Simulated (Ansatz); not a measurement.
Cost and result by functional for the surface energy of the (0001) surface of hcp Ru in its 1x1 cell, outermost plane spacing 2.15 Å in the ideal cut, in Ansatz (plane waves, PAW). Single points on the PBE structure, on one kind of machine; costs are rough ratios of the slab run's core time (references not counted) to the cheapest single point. r2SCAN's cost holds its higher cutoff (500 against 420 eV). Differences are taken against r2SCAN for comparison alone: no measured value is at hand, so the table doesn't rank accuracy.

Model: 6-atom slab, 10.7 Å thick at the start, 16x16x1 mesh, Fermi-Dirac 0.1 eV, dipole correction, all atoms relaxed; symmetry of the start imposed; no spin, no spin-orbit, no U. These notes are the PBE run's.

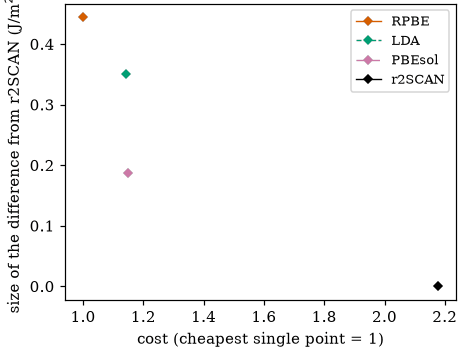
*Difference from r2SCAN against cost*

```tsv
functional	relative cost	surface energy (J/m²)	less r2SCAN (J/m²)
RPBE	1	2.38	-0.44
LDA	1	3.18	0.35
PBEsol	1	3.01	0.19
r2SCAN	2	2.83	0.00
PBE (the relaxed run's value)	–	2.62	-0.21
```

The values span 0.79 J/m², while the single points' costs differ by a factor of roughly 2. Differences are of unrounded values.

Ansatz is a program for electronic structure.
